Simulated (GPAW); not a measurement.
# Screening of a field by Ti2NOS MXene monolayer

Aim: the dipole that a field along the normal induces in Ti2NOS MXene monolayer.

Method: GPAW, PAW setups; layer in a repeated cell with vacuum, relaxation of atoms and in-plane cell, in the first sound run; inputs show where later runs differ, in GPAW 26.7.0.

### 1. Set-up

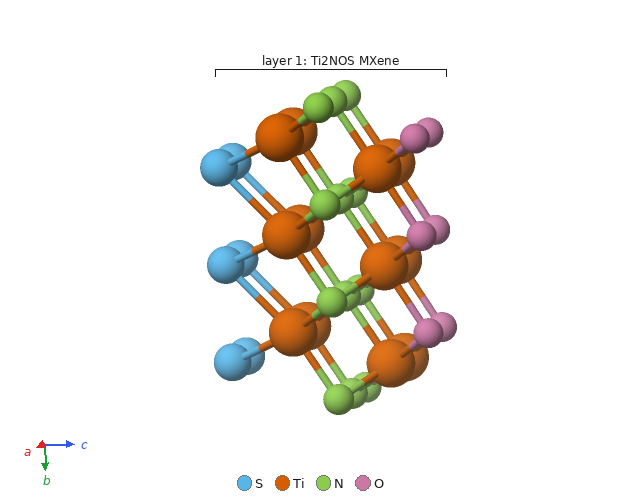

The starting structure, seen from the side, with the c axis across the page (sulfur blue, titanium orange, nitrogen green, oxygen pink). 2×3×1 cells are drawn. Some periodic images of atoms are drawn too.

The cell holds 5 atoms: 1 S, 2 Ti, 1 N and 1 O. Its edges and angles: a = 3.029 Å, b = 3.029 Å, c = 23.326 Å, α = 90.0°, β = 90.0°, γ = 120.0°. Vacuum lies along c.

### 2. Relaxation

The atoms are relaxed first, since the surface dipole, and with it the work function, follows the positions of the outer layers.

The input, run.py:

```python
import json
import numpy as np
from ase import Atoms
from ase.filters import FrechetCellFilter
from ase.optimize import BFGS
from gpaw import GPAW, PW

slab = Atoms(
    ['S', 'Ti', 'N', 'Ti', 'O'],
    positions=[
        [-0.00000, 1.74864, 9.00000],
        [1.51437, 0.87432, 10.77267],
        [0.00000, 0.00000, 11.96773],
        [-0.00000, 1.74864, 13.16279],
        [1.51437, 0.87432, 14.32565]],
    cell=[[3.02874, 0.0, 0.0], [-1.51437, 2.62297, 0.0], [0.0, 0.0, 23.3256]],
    pbc=[True, True, True])

slab.calc = GPAW(mode=PW(600), xc='PBE', kpts={'size': (12, 12, 1), 'gamma': True},
                 occupations={'name': 'fermi-dirac', 'width': 0.05}, nbands='160%',
                 convergence={'density': 1e-05}, maxiter=200,
                 symmetry={'tolerance': 1e-3}, txt='slab.txt')
result = {}
# The in-plane cell is free; stress needs a cell that repeats along all three vectors
path = []
opt = BFGS(FrechetCellFilter(slab, mask=[1, 1, 0, 0, 0, 1]), maxstep=0.2)
opt.attach(lambda: path.append((slab.get_potential_energy(), slab.positions.tolist(), slab.get_forces().tolist())))
result['relaxed'] = bool(opt.run(fmax=0.02, steps=45))
result['path'] = path
result['cell'] = slab.cell.tolist()
print('in-plane lattice', slab.cell.cellpar().round(4)[[0, 1, 5]])
energy = slab.get_potential_energy()
fermi = slab.calc.get_fermi_level()
v = slab.calc.get_electrostatic_potential().mean((0, 1)) - fermi
n = slab.calc.get_pseudo_density().mean((0, 1))
L = slab.cell[2, 2]
z = np.arange(len(v)) * L / len(v)
low, high = slab.positions[:, 2].min(), slab.positions[:, 2].max()
below, above = np.interp([low - 6.8, high + 6.8], z, v)
slopes = [np.interp(x, z, np.gradient(v, z)) for x in (low - 6.8, high + 6.8)]
eps = np.array([[slab.calc.get_eigenvalues(k, s) for k in range(len(slab.calc.get_ibz_k_points()))]
                for s in range(slab.calc.get_number_of_spins())]) - fermi
top, bottom = eps[eps < 0].max(), eps[eps > 0].min()
dipole = slab.get_dipole_moment()[2]
print(f'energy {energy:.4f} eV, Fermi level {fermi:.4f} eV, dipole {dipole:.5f} e A')
print(f'potential 6.8 A off the faces, from the Fermi level: lower {below:.4f} eV, upper {above:.4f} eV')
print(f'slope of the potential there: lower {slopes[0]:.5f}, upper {slopes[1]:.5f} eV/A')
print(f'nearest levels on the mesh: {top:.4f} and {bottom:.4f} eV')
print('magnetic moment', round(slab.get_magnetic_moment(), 3))
result.update(energy=energy, fermi=fermi, dipole=dipole, below=below, above=above, slopes=slopes, edges=[top, bottom],
              z=z.tolist(), v=v.tolist(), n=n.tolist(), positions=slab.positions.tolist(),
              forces=slab.get_forces(apply_constraint=False).tolist(), moments=slab.get_magnetic_moments().tolist())
json.dump(result, open('result.json', 'w'))
```

Run with:

```console
OMP_NUM_THREADS=1 OPENBLAS_NUM_THREADS=1 python run.py
```

Output:

```text
Step          Energy          fmax
BFGS:    0      -39.586970        3.453755
BFGS:    1      -39.893156        1.934325
BFGS:    2      -40.055746        0.809316
BFGS:    3      -40.069646        0.542529
BFGS:    4      -40.112161        0.366127
BFGS:    5      -40.123037        0.272752
BFGS:    6      -40.133151        0.176340
BFGS:    7      -40.139835        0.138678
BFGS:    8      -40.145890        0.089837
BFGS:    9      -40.149306        0.096226
BFGS:   10      -40.152879        0.072182
BFGS:   11      -40.154623        0.033289
BFGS:   12      -40.155217        0.019782
in-plane lattice [  3.0511   3.0511 120.    ]
energy -40.1474 eV, Fermi level -0.9849 eV, dipole -0.00521 e A
potential 6.8 A off the faces, from the Fermi level: lower 5.6195 eV, upper 5.6427 eV
slope of the potential there: lower -0.00494, upper -0.00481 eV/A
nearest levels on the mesh: -0.0297 and 0.1060 eV
magnetic moment 0.0
```

Elapsed: 18 min, on 1 thread of Arm Neoverse V2, shared host; peak memory 0.53 GiB.

This run has no spin polarisation, although Ti can carry a moment.

This step gave:

- dipole along the normal: -0.005210 e·Å
- levels nearest the Fermi level on the mesh: -0.02975, 0.1060 eV from the Fermi level

The electrostatic potential energy of an electron (without an applied field's), less the Fermi level, planar mean oscillates, so the rows of the table below give means over windows of 2 Å about each position, cut where the curve ends. Its maxima inside the range that stand out by 2 % of the span (Å: eV): 9.9: -4.91, 11.5: -6.95, 12.4: -6.67, 13.8: -11.6. Its minima: 9.2: -20.5, 10.7: -18.7, 11.9: -13.4, 13.2: -19.3, 14.1: -13.0.

The electrostatic potential energy of an electron (without an applied field's), less the Fermi level, planar mean by z; means over each step:

```
z (Å)  electrostatic potential energy of an electron (without an applied field's), less the Fermi level, planar mean (eV)
    0                                                                                                                5.63
    2                                                                                                                5.62
    4                                                                                                                5.61
    6                                                                                                                5.59
    8                                                                                                               0.997
   10                                                                                                               -12.9
   12                                                                                                               -10.2
   14                                                                                                               -9.43
   16                                                                                                                5.50
   18                                                                                                                5.66
   20                                                                                                                5.65
   22                                                                                                                5.64
```

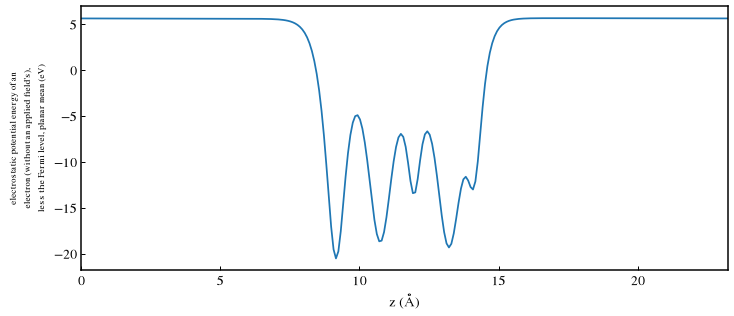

Electrostatic potential energy of an electron (without an applied field's), less the Fermi level, planar mean against z.

The pseudo valence density, planar mean oscillates, so the rows of the table below give means over windows of 2.5 Å about each position, cut where the curve ends. Its maxima inside the range that stand out by 2 % of the span (Å: e/Å³): 9.5: 0.526, 10.7: 1.51, 11.9: 0.723, 13.3: 1.52, 14.0: 0.968. Its minima: 9.8: 0.456, 11.4: 0.595, 12.4: 0.560, 13.8: 0.932.

Table of pseudo valence density, planar mean by z; means over each step:

```
z (Å)  pseudo valence density, planar mean (e/Å³)
  5.0                                      3.8e-5
  7.5                                      0.0822
 10.0                                       0.746
 12.5                                       0.880
 15.0                                       0.326
 17.5                                      1.1e-4
```

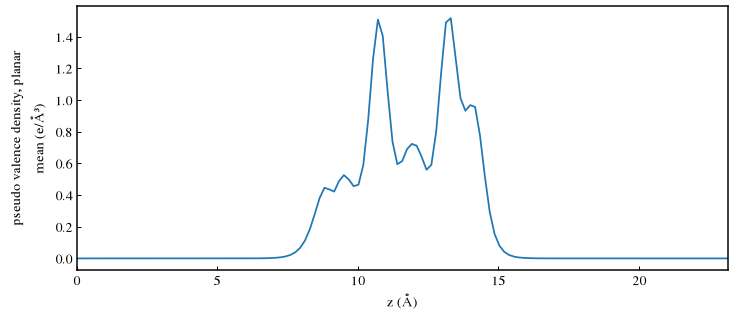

Pseudo valence density, planar mean, plotted against z.

The relaxation lowered the energy of the cell by 0.572 eV (energies extrapolated to zero smearing; the optimiser's log prints free energies). The largest force left on a free atom is 0.020 eV/Å.

### 3. The slab's potential

The work function is the vacuum plateau of the electrostatic potential less the Fermi level; a dipole layer lets the two faces have plateaus of their own.

This step: GPAW, PAW setups; slab in vacuum (GPAW 26.7.0).

The cell differs from the one that the last finished run ended in (c 23.326 → 22.982 Å).

Changes to run.py since step 2:

```diff
@@ -3,4 +3,2 @@
 from ase import Atoms
-from ase.filters import FrechetCellFilter
-from ase.optimize import BFGS
 from gpaw import GPAW, PW
@@ -10,23 +8,16 @@
     positions=[
-        [-0.00000, 1.74864, 9.00000],
-        [1.51437, 0.87432, 10.77267],
-        [0.00000, 0.00000, 11.96773],
-        [-0.00000, 1.74864, 13.16279],
-        [1.51437, 0.87432, 14.32565]],
-    cell=[[3.02874, 0.0, 0.0], [-1.51437, 2.62297, 0.0], [0.0, 0.0, 23.3256]],
-    pbc=[True, True, True])
+        [0.00000, 1.76154, 9.00000],
+        [1.52554, 0.88077, 10.59020],
+        [0.00000, 0.00000, 11.80525],
+        [0.00000, 1.76154, 13.05813],
+        [1.52554, 0.88077, 13.98159]],
+    cell=[[3.05109, -0.0, 0.0], [-1.52554, 2.64232, 0.0], [0.0, 0.0, 22.9816]],
+    pbc=[True, True, False])
 
-slab.calc = GPAW(mode=PW(600), xc='PBE', kpts={'size': (12, 12, 1), 'gamma': True},
+slab.calc = GPAW(mode=PW(500), xc='PBE', kpts={'size': (12, 12, 1), 'gamma': True},
                  occupations={'name': 'fermi-dirac', 'width': 0.05}, nbands='160%',
                  convergence={'density': 1e-05}, maxiter=200,
+                 poissonsolver={'dipolelayer': 'xy'},
                  symmetry={'tolerance': 1e-3}, txt='slab.txt')
 result = {}
-# The in-plane cell is free; stress needs a cell that repeats along all three vectors
-path = []
-opt = BFGS(FrechetCellFilter(slab, mask=[1, 1, 0, 0, 0, 1]), maxstep=0.2)
-opt.attach(lambda: path.append((slab.get_potential_energy(), slab.positions.tolist(), slab.get_forces().tolist())))
-result['relaxed'] = bool(opt.run(fmax=0.02, steps=45))
-result['path'] = path
-result['cell'] = slab.cell.tolist()
-print('in-plane lattice', slab.cell.cellpar().round(4)[[0, 1, 5]])
 energy = slab.get_potential_energy()
```

Output:

```text
energy -39.3449 eV, Fermi level -0.9143 eV, dipole -0.00374 e A
potential 6.8 A off the faces, from the Fermi level: lower 5.5959 eV, upper 5.6731 eV
slope of the potential there: lower -0.00092, upper 0.00047 eV/A
nearest levels on the mesh: -0.0302 and 0.1082 eV
magnetic moment 0.0
```

Wall time 60 s (1 thread); peak memory 0.25 GiB.

This step gave:

```
dipole along the normal                    : -0.003738 e·Å
levels nearest the Fermi level on the mesh : -0.03023, 0.1082 eV from the Fermi level
upper work function                        : 5.673 eV
lower work function                        : 5.596 eV
```

The electrostatic potential energy of an electron (without an applied field's), less the Fermi level, planar mean oscillates, so the rows of the table below give means over windows of 1 Å about each position, cut where the curve ends. Its maxima inside the range that stand out by 2 % of the span (Å: eV): 9.8: -4.90, 11.3: -7.04, 12.3: -6.72, 13.7: -11.7. Its minima: 9.0: -20.5, 10.6: -18.7, 11.8: -13.6, 13.0: -19.2, 13.9: -13.0.

Table of electrostatic potential energy of an electron (without an applied field's), less the Fermi level, planar mean by z; means over each step:

| z (Å) | electrostatic potential energy of an electron (without an applied field's), less the Fermi level, planar mean (eV) |
| --- | --- |
| 0 | 5.61 |
| 1 | 5.60 |
| 2 | 5.60 |
| 3 | 5.60 |
| 4 | 5.59 |
| 5 | 5.59 |
| 6 | 5.59 |
| 7 | 5.45 |
| 8 | 2.25 |
| 9 | -14.1 |
| 10 | -9.38 |
| 11 | -12.4 |
| 12 | -9.77 |
| 13 | -15.6 |
| 14 | -8.70 |
| 15 | 4.52 |
| 16 | 5.64 |
| 17 | 5.67 |
| 18 | 5.67 |
| 19 | 5.67 |
| 20 | 5.67 |
| 21 | 5.67 |
| 22 | 5.67 |

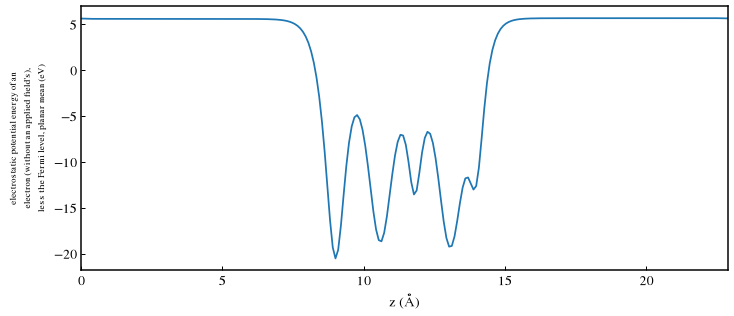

Electrostatic potential energy of an electron (without an applied field's), less the Fermi level, planar mean against z.

The pseudo valence density, planar mean oscillates, so the rows of the table below give means over windows of 2.5 Å about each position, cut where the curve ends. Its maxima inside the range that stand out by 2 % of the span (Å: e/Å³): 9.4: 0.524, 10.5: 1.49, 11.9: 0.717, 13.0: 1.53. Its minima: 9.8: 0.450, 11.3: 0.587, 12.3: 0.570.

Table of pseudo valence density, planar mean by z; means over each step:

```
z (Å)  pseudo valence density, planar mean (e/Å³)
  5.0                                      6.4e-5
  7.5                                       0.109
 10.0                                       0.760
 12.5                                       0.899
 15.0                                       0.266
 17.5                                      6.7e-5
```

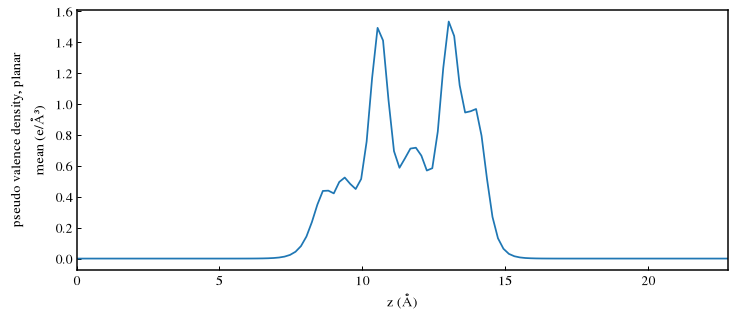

Pseudo valence density, planar mean against z.

Force by atom:

```csv
atom,x (eV/Å),y (eV/Å),z (eV/Å),size
S1,0.0000,0.0000,-0.0175,0.0175
Ti2,0.0000,0.0000,0.0012,0.0012
N3,0.0000,0.0000,0.0769,0.0769
Ti4,0.0000,0.0000,-0.0331,0.0331
O5,0.0000,0.0000,0.0133,0.0133
```

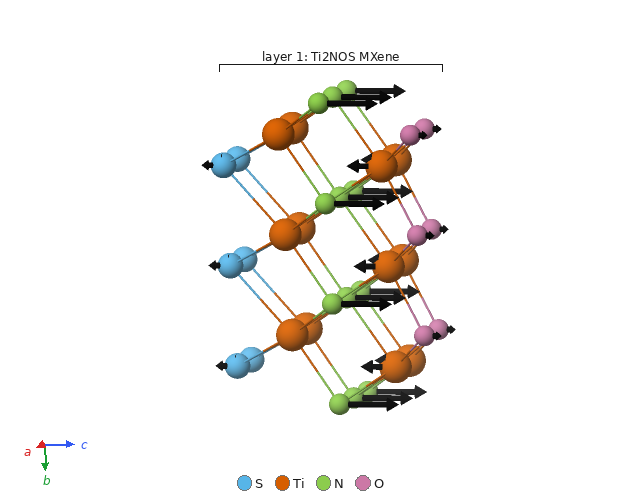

Force as arrows, the longest 0.0769 eV/Å. 2×3×1 cells are drawn. Some periodic images of atoms are drawn too.

The potential is flat to 9.2e-4 eV/Å where it is read, so the vacuum is wide enough.

### 4. In a field

A uniform field along the normal polarises the slab; the atoms stay fixed, so this is the electronic response alone.

Changes to run.py since step 3:

```diff
@@ -4,2 +4,3 @@
 from gpaw import GPAW, PW
+from gpaw.external import ConstantElectricField
 
@@ -20,2 +21,3 @@
                  poissonsolver={'dipolelayer': 'xy'},
+                 external=ConstantElectricField(-0.2, [0, 0, 1]),
                  symmetry={'tolerance': 1e-3}, txt='slab.txt')
```

Output:

```text
energy -39.3513 eV, Fermi level -0.8816 eV, dipole -0.06127 e A
potential 6.8 A off the faces, from the Fermi level: lower 4.9003 eV, upper 6.2766 eV
slope of the potential there: lower -0.00092, upper 0.00046 eV/A
nearest levels on the mesh: -0.0299 and 0.1063 eV
magnetic moment 0.0
```

Wall time 3.3 min (1 thread); peak memory 0.54 GiB.

Numbers from this step:

```yaml
dipole_along_the_normal: -0.06127 e·Å
levels_nearest_the_fermi_level_on_the_mesh: -0.02986, 0.1063 eV from the Fermi level
potential_below_the_slab_the_applied_field_s_own_ramp_left_out: 4.900 eV from the Fermi level
potential_above_the_slab_the_applied_field_s_own_ramp_left_out: 6.277 eV from the Fermi level
```

The electrostatic potential energy of an electron (without an applied field's), less the Fermi level, planar mean oscillates, so the rows of the table below give means over windows of 2.5 Å about each position, cut where the curve ends. Its maxima inside the range that stand out by 2 % of the span (Å: eV): 9.8: -5.23, 11.3: -7.08, 12.3: -6.57, 13.7: -11.3. Its minima: 9.0: -21.0, 10.6: -18.8, 11.8: -13.5, 13.0: -18.9, 13.9: -12.6.

The electrostatic potential energy of an electron (without an applied field's), less the Fermi level, planar mean by z; means over each step:

```
z (Å)  electrostatic potential energy of an electron (without an applied field's), less the Fermi level, planar mean (eV)
  0.0                                                                                                                5.01
  2.5                                                                                                                4.90
  5.0                                                                                                                4.90
  7.5                                                                                                                2.05
 10.0                                                                                                               -13.0
 12.5                                                                                                               -11.9
 15.0                                                                                                                1.78
 17.5                                                                                                                6.27
 20.0                                                                                                                6.28
 22.5                                                                                                                6.23
```

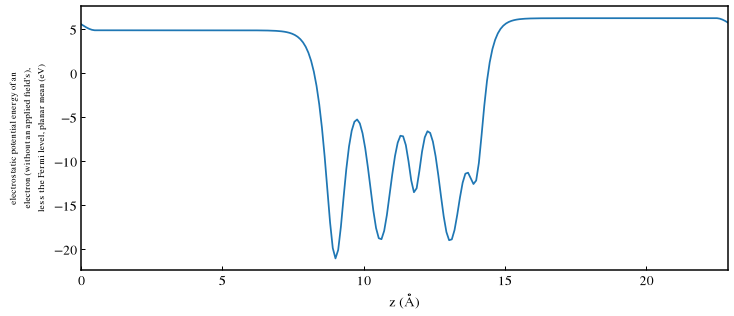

Electrostatic potential energy of an electron (without an applied field's), less the Fermi level, planar mean, plotted against z.

Force by atom:

```
atom  x (eV/Å)  y (eV/Å)  z (eV/Å)   size
  S1     0.000     0.000    -0.017  0.017
 Ti2     0.000     0.000     0.002  0.002
  N3     0.000     0.000     0.089  0.089
 Ti4     0.000     0.000    -0.113  0.113
  O5     0.001    -0.001     0.079  0.079
```

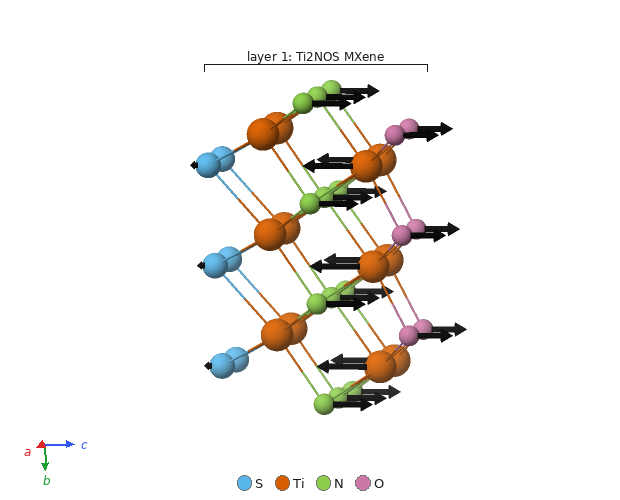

Force as arrows, the longest 0.113 eV/Å. 2×3×1 cells are drawn. Some periodic images of atoms are drawn too.

The dipole is now -0.0613 e Å, against -0.0037 in the run without a field.

### 5. In a field

Changes to run.py since step 4:

```diff
@@ -21,3 +21,3 @@
                  poissonsolver={'dipolelayer': 'xy'},
-                 external=ConstantElectricField(-0.2, [0, 0, 1]),
+                 external=ConstantElectricField(-0.1, [0, 0, 1]),
                  symmetry={'tolerance': 1e-3}, txt='slab.txt')
```

Output:

```text
energy -39.3467 eV, Fermi level -0.8977 eV, dipole -0.03233 e A
potential 6.8 A off the faces, from the Fermi level: lower 5.2476 eV, upper 5.9744 eV
slope of the potential there: lower -0.00092, upper 0.00046 eV/A
nearest levels on the mesh: -0.0300 and 0.1073 eV
magnetic moment 0.0
```

Elapsed: 3.4 min, on 1 thread; peak memory 0.55 GiB.

Numbers from this step:

```yaml
dipole_along_the_normal: -0.03233 e·Å
levels_nearest_the_fermi_level_on_the_mesh: -0.03003, 0.1073 eV from the Fermi level
potential_below_the_slab_the_applied_field_s_own_ramp_left_out: 5.248 eV from the Fermi level
potential_above_the_slab_the_applied_field_s_own_ramp_left_out: 5.974 eV from the Fermi level
```

The electrostatic potential energy of an electron (without an applied field's), less the Fermi level, planar mean oscillates, so the rows of the table below give means over windows of 2 Å about each position, cut where the curve ends. Its maxima inside the range that stand out by 2 % of the span (Å: eV): 9.8: -5.06, 11.3: -7.06, 12.3: -6.64, 13.7: -11.5. Its minima: 9.0: -20.8, 10.6: -18.7, 11.8: -13.5, 13.0: -19.1, 13.9: -12.8.

Table of electrostatic potential energy of an electron (without an applied field's), less the Fermi level, planar mean by z; means over each step:

| z (Å) | electrostatic potential energy of an electron (without an applied field's), less the Fermi level, planar mean (eV) |
| --- | --- |
| 0 | 5.32 |
| 2 | 5.25 |
| 4 | 5.25 |
| 6 | 5.23 |
| 8 | -1.25 |
| 10 | -12.6 |
| 12 | -10.5 |
| 14 | -7.43 |
| 16 | 5.87 |
| 18 | 5.97 |
| 20 | 5.97 |
| 22 | 5.95 |

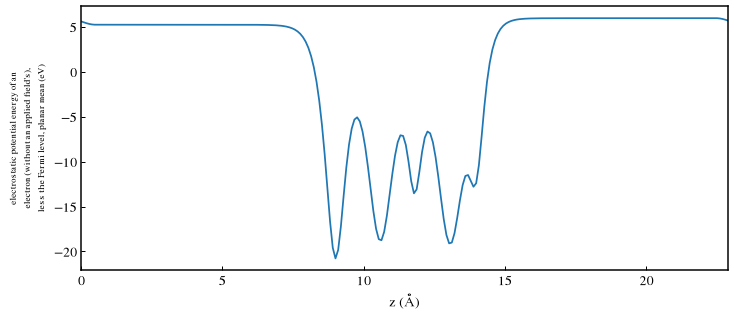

Electrostatic potential energy of an electron (without an applied field's), less the Fermi level, planar mean against z.

Force by atom:

```csv
atom,x (eV/Å),y (eV/Å),z (eV/Å),size
S1,0.0000,0.0000,-0.0173,0.0173
Ti2,-0.0001,0.0001,0.0017,0.0017
N3,-0.0001,0.0000,0.0828,0.0828
Ti4,-0.0001,0.0001,-0.0733,0.0733
O5,0.0013,-0.0008,0.0461,0.0462
```

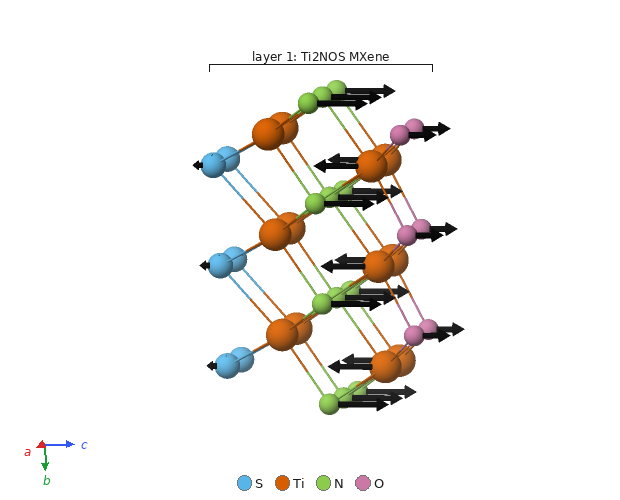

Force as arrows, the longest 0.0828 eV/Å. 2×3×1 cells are drawn. Some periodic images of atoms are drawn too.

The dipole is now -0.0323 e Å, against -0.0037 in the run without a field.

### 6. Field on

Changes to run.py since step 5:

```diff
@@ -21,3 +21,3 @@
                  poissonsolver={'dipolelayer': 'xy'},
-                 external=ConstantElectricField(-0.1, [0, 0, 1]),
+                 external=ConstantElectricField(-0.05, [0, 0, 1]),
                  symmetry={'tolerance': 1e-3}, txt='slab.txt')
```

Output:

```text
energy -39.3454 eV, Fermi level -0.9059 eV, dipole -0.01787 e A
potential 6.8 A off the faces, from the Fermi level: lower 5.4215 eV, upper 5.8237 eV
slope of the potential there: lower -0.00092, upper 0.00046 eV/A
nearest levels on the mesh: -0.0301 and 0.1077 eV
magnetic moment 0.0
```

Run time: 3.4 min. Hardware: 1 thread; peak memory 0.54 GiB.

### 7. Field on

Changes to run.py since step 6:

```diff
@@ -21,3 +21,3 @@
                  poissonsolver={'dipolelayer': 'xy'},
-                 external=ConstantElectricField(-0.05, [0, 0, 1]),
+                 external=ConstantElectricField(0.05, [0, 0, 1]),
                  symmetry={'tolerance': 1e-3}, txt='slab.txt')
```

Output:

```text
energy -39.3451 eV, Fermi level -0.9228 eV, dipole 0.01110 e A
potential 6.8 A off the faces, from the Fermi level: lower 5.7705 eV, upper 5.5224 eV
slope of the potential there: lower -0.00092, upper 0.00046 eV/A
nearest levels on the mesh: -0.0303 and 0.1086 eV
magnetic moment 0.0
```

Wall time 3.2 min (1 thread); peak memory 0.54 GiB.

[end of part 1 of 2]

[Logs are printed without paths, hosts, clocks, repeated set-up lines and the standing remarks that a program may print on its own settings, such as how far it seeks lower states.]

[Hosts, paths, dates, database ids (printed as entryN), source tags and the programs' standing remarks are cut or masked in the printed files.]
